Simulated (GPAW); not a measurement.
# Quasiparticle gap of BN (F-43m) in GPAW, part 2 of 2

Aim: the G0W0 gap of BN (F-43m) on PBE, step by step.

GPAW 26.7.0; PBE and many-body steps on it, plane waves. Known limits of the many-body steps: not at the basis limit; coarse k mesh.

So far. Step 3 (Bands along the symmetry lines): The gap is 4.457 eV, as in the run before at this level. Step 4 (Empty states on the mesh, 6×6×6 mesh, 59 bands): On this mesh the gap is 4.457 eV.

## 5. Screening and self-energy, 6×6×6 mesh, 49 bands, screening to 150 eV

Now the one-shot GW correction: screening in the RPA, then the self-energy of the levels asked for.

This step: G0W0 on PBE, plane waves, PAW.

The input, run.py:

```python
import json
import numpy as np
from gpaw.mpi import world
from gpaw.response.g0w0 import G0W0

gw = G0W0('full.gpw',
    filename='gw',
    kpts=[0, 12],
    bands=(2, 6),
    ecut=150,
    nbands=49,
    integrate_gamma='WS',
    ppa=True)
gw.calculate()
res = {mode: {k: v for k, v in r.items() if k != 'sigma_eskwn'}
       for mode, r in gw.all_results.items()}

if world.rank == 0:
    with open('result.json', 'w') as f:
        json.dump(res, f, default=lambda x: x.tolist())
```

Launch:

```
> mpirun -n 4 gpaw python run.py
```

Numbers of over 12 decimals in the logs are rounded to 6 here.

Output:

```text
Using integrator: PointIntegrator
FrequencyGridDescriptor(from 0.000+0.000j to 0.000+27.211j eV, 2 points)
Nonperiodic BCs:  [False False False]
Using integrator: PointIntegrator
FrequencyGridDescriptor(from 0.000+0.000j to 0.000+27.211j eV, 2 points)
Nonperiodic BCs:  [False False False]
  ___  _ _ _
 |   || | | |
 | | || | | |
 |__ ||_____|
 |___|

BZ k-points: Symmetries present (total): 24

  [... matrices ...]
216 k-points: 6 x 6 x 6 Monkhorst-Pack grid + [1/12,1/12,1/12]
16 k-points in the irreducible part of the Brillouin zone
       k-points in crystal coordinates                weights
   0:     0.00000000    0.00000000    0.00000000          1/216
   1:     0.16666667    0.16666667    0.00000000          6/216
   2:     0.16666667    0.16666667    0.16666667          8/216
   3:     0.33333333    0.16666667    0.16666667         12/216
   4:     0.33333333    0.33333333   -0.33333333         12/216
   5:     0.33333333    0.33333333    0.00000000          6/216
   6:     0.33333333    0.33333333    0.16666667         24/216
   7:     0.33333333    0.33333333    0.33333333          8/216
   8:     0.50000000    0.33333333   -0.33333333         24/216
   9:     0.50000000    0.33333333   -0.16666667         12/216
          ...
  15:     0.50000000    0.50000000    0.50000000          4/216

Distributing spins, k-points and bands (1 x 2 x 4) over 4 processes
Number of blocks: 1

Quasi particle states:
k-points (IBZ indices): [0, 12]
Band range: (2, 6)
  [... matrices ...]
Computational parameters:
Plane wave cut-off: 150 eV
Number of bands: 49
Coulomb cutoff: None
Broadening: 0.1 eV

fxc modes: GW
Kernel: RPA
Using Godby-Needs plasmon-pole approximation:
  Fitting energy: i*E0, E0 = 1.000 Hartree
Summing all q:

Calculating screened Coulomb potential
No Coulomb truncation
FrequencyGridDescriptor(from 0.000+0.000j to 0.000+27.211j eV, 2 points)
Removing empty qpoint cache files...

Calculating chi0 body with:
    Ground state adapter containing:
    Number of spins: 1
    Number of kpoints: 216
    Number of irreducible kpoints: 16
    Number of completely occupied states: 4
    Number of partially occupied states: 4
    Occupied states memory: 0.205994 M / cpu

    Linear response parametrization:
    q_c: [1.3877787807814457e-17, 1.3877787807814457e-17, 1.3877787807814457e-17]
    Number of frequency points: 2
    Planewave cutoff: 150.0
    Number of bands: 49
    Number of planewaves: 59
    Broadening (eta): 1e-06
    comm.size: 4
    kncomm.size: 4
    blockcomm.size: 1

    Memory estimate of potentially large arrays:
        chi0_wGG: 0.106232 M / cpu
Integrating chi0 body.

Symmetries of q_c:
    Direct symmetries (Uq -> q): 24
    Indirect symmetries (TUq -> q): 24
In total 48 allowed symmetries.

  [... matrices ...]
16 groups of equivalent kpoints. 92.592593% reduction.

Integral kind: response function
Integrating chi0 head and wings.

Symmetries of q_c:
    Direct symmetries (Uq -> q): 24
    Indirect symmetries (TUq -> q): 24
In total 48 allowed symmetries.

  [... matrices ...]
16 groups of equivalent kpoints. 92.592593% reduction.

Integral kind: response function wings

Calculating chi0 body with:
    Ground state adapter containing:
    Number of spins: 1
    Number of kpoints: 216
    Number of irreducible kpoints: 16
    Number of completely occupied states: 4
    Number of partially occupied states: 4
[... the further q-points ...]

Results:
f:      Occupation numbers
eps:     KS-eigenvalues [eV]
vxc:     KS vxc [eV]
exx:     Exact exchange [eV]
sigma:   Self-energies [eV]
dsigma:  Self-energy derivatives
Z:       Renormalization factors
qp:      QP-energies [eV]

k-point 0 (0): (0.000, 0.000, 0.000)                GW
band       f     eps     vxc     exx   sigma  dsigma       Z      qp
                                                                   GW
   2   1.000  10.095 -19.276 -22.809   2.678  -0.208   0.828   9.387
   3   1.000  10.095 -19.276 -22.809   2.678  -0.208   0.828   9.387
   4   0.000  18.923 -14.662  -7.956  -5.069  -0.186   0.843  20.303
   5   0.000  18.923 -14.662  -7.956  -5.069  -0.186   0.843  20.303

k-point 1 (12): (0.500, 0.500, 0.000)                GW
band       f     eps     vxc     exx   sigma  dsigma       Z      qp
                                                                   GW
   2   1.000   5.196 -17.087 -22.216   3.654  -0.224   0.817   3.991
   3   1.000   5.196 -17.087 -22.216   3.654  -0.224   0.817   3.991
   4   0.000  14.552 -13.270  -8.037  -4.348  -0.170   0.855  15.309
   5   0.000  19.330 -13.926  -7.940  -4.897  -0.175   0.851  20.257
```

It took 14 s on 4 MPI ranks of Arm Neoverse V1, shared host; peak memory 0.86 GiB; 54 s of CPU time.

This step gave:

```
G0W0 gap on the points computed              : 5.922 eV
least direct G0W0 gap on the computed points : 10.92 eV
Z at the valence top                         : 0.8277
Z at the conduction bottom                   : 0.8548
starting gap on the mesh                     : 4.457 eV
k of the valence top                         : 0, 0, 0
k of the conduction bottom                   : 0.5, 0.5, 0
```

The gap on the mesh goes from 4.46 eV to 5.92 eV, a correction of +1.47 eV.

Limits: finite bands, cutoff and mesh; coarse k mesh. v1 is the top filled band, c1 the lowest empty one. Levels before and after the correction, in eV, zero at the valence-band top of each column:

```csv
,conduction bottom,valence top
Kohn-Sham,4.46,0.00
G0W0,5.92,0.00
```

```csv
,level,energy (eV)
Kohn-Sham,Γ v2-v1,0.000
Kohn-Sham,Γ c1-c2,8.828
Kohn-Sham,(0.5 0.5 0) v2-v1,-4.899
Kohn-Sham,(0.5 0.5 0) c1,4.457
Kohn-Sham,(0.5 0.5 0) c2,9.235
G0W0,Γ v2-v1,0.000
G0W0,Γ c1-c2,10.915
G0W0,(0.5 0.5 0) v2-v1,-5.396
G0W0,(0.5 0.5 0) c1,5.922
G0W0,(0.5 0.5 0) c2,10.869
```

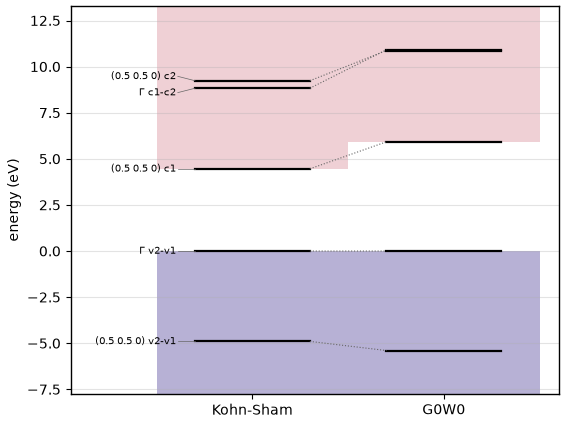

Levels before and after the correction. Shaded: valence and conduction bands.

## 6. Where the time went

Times are wall times on 4 MPI ranks of Arm Neoverse V1, shared host, good to a factor of about two.

```csv
step,time,share,memory (GiB)
ground state,4.9 s,19 %,0.56
bands along the symmetry lines,3.9 s,15 %,0.46
empty states on the mesh,3.8 s,14 %,0.46
screening and self-energy,14 s,52 %,0.86
```

## 7. What came out

* PBE gap: 4.46 eV, indirect
* G0W0 gap on the mesh: 5.92 eV
* GW settings: 6×6×6 mesh, 49 bands, screening to 150 eV, Godby-Needs plasmon pole
* known limits: not at the basis limit; coarse k mesh

What this shows: G0W0 moves the gap on the mesh from 4.46 eV to 5.92 eV (+1.47 eV), with Z of 0.83 and 0.85 at the edges. Only 2 of the mesh's irreducible points were corrected, so a valley elsewhere could overtake. The dearest step here is «screening and self-energy». Bands and cutoff are finite, so the gap is not at the basis limit. The miss can reach some tenths of an eV and take either sign; the mesh is an error of its own. These stock PAW sets were not made for GW. In the G0W0 run levels were corrected at 2 k points alone, so a gap called «on the mesh» is the least over those, and an edge elsewhere would be missed. The 6×6×6 mesh is coarse for this cell, which bears on the long-range parts of exchange and screening.

[Paths, hosts, dates, memory and timing lines, banners, echoed tables and standing remarks are left out of the program output.]

[Logs are printed without paths, hosts, clocks, repeated set-up lines and the standing remarks that a program may print on its own settings, such as how far it seeks lower states.]

[Runs of the session that timed out or met a known fault of the program may be left out.]

[Hosts, paths, dates, database ids (printed as entryN), source tags and the programs' standing remarks are cut or masked in the printed files.]
